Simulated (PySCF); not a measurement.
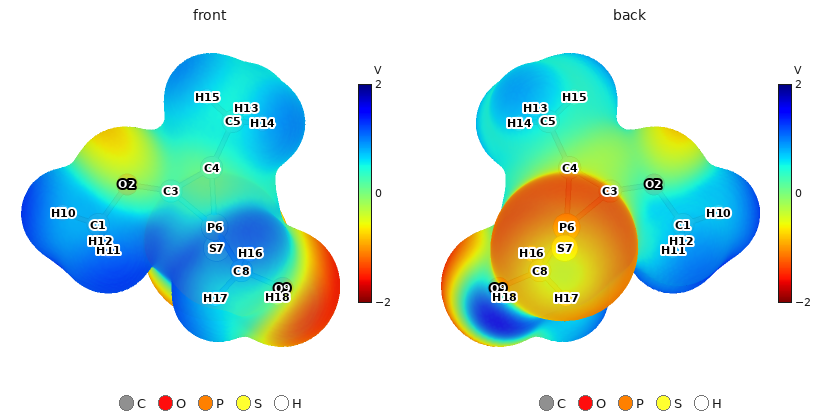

Figure 1: C₅H₉O₂PS. The electrostatic potential painted on the density surface at 0.002 e/bohr³, seen from the front and from behind; the colour scale runs from red (negative) to blue (positive).

Geometry: GFN2-xTB.

Computed with PySCF 2.14.0, PBE0/pcSseg-1, SCF density, gas phase, non-relativistic.

The calculation's input:

```
{"job": {"kind": "nmr", "xc": "PBE0", "basis": "pcSseg-1"}, "charge": 0, "multiplicity": 1}
C      2.415971    -1.492829    -0.042216
O      2.144868    -0.104495     0.045053
C      0.871370     0.215216     0.191551
C      0.067872     1.286845     0.327622
C      0.087128     2.760711     0.374093
P     -0.829628    -0.279238     0.559517
S     -1.532720    -1.066246     2.193413
C     -1.737412    -0.879512    -0.977183
O     -3.102083    -0.891242    -0.736888
H      3.497921    -1.598630     0.000094
H      2.041452    -1.901155    -0.986094
H      1.957650    -2.030246     0.793073
H     -0.317262     3.112728     1.322568
H     -0.524856     3.177844    -0.425358
H      1.111294     3.114245     0.267555
H     -1.540827    -0.200907    -1.810090
H     -1.352707    -1.885264    -1.221809
H     -3.266790    -1.331505     0.113444
```

Command:

```sh
OMP_NUM_THREADS=1 python probes_run.py task.json out
```

Where is the surface potential most negative and most positive?

The most negative region (about −1.5 V, or −35 kcal/mol for a unit charge) lies over O9, the most positive (about +1.3 V, or +30 kcal/mol for a unit charge) over C1 and H18. O9 is the likeliest acceptor of a hydrogen bond.

How polar is the molecule by this calculation?

Its dipole moment is 4.23 D.
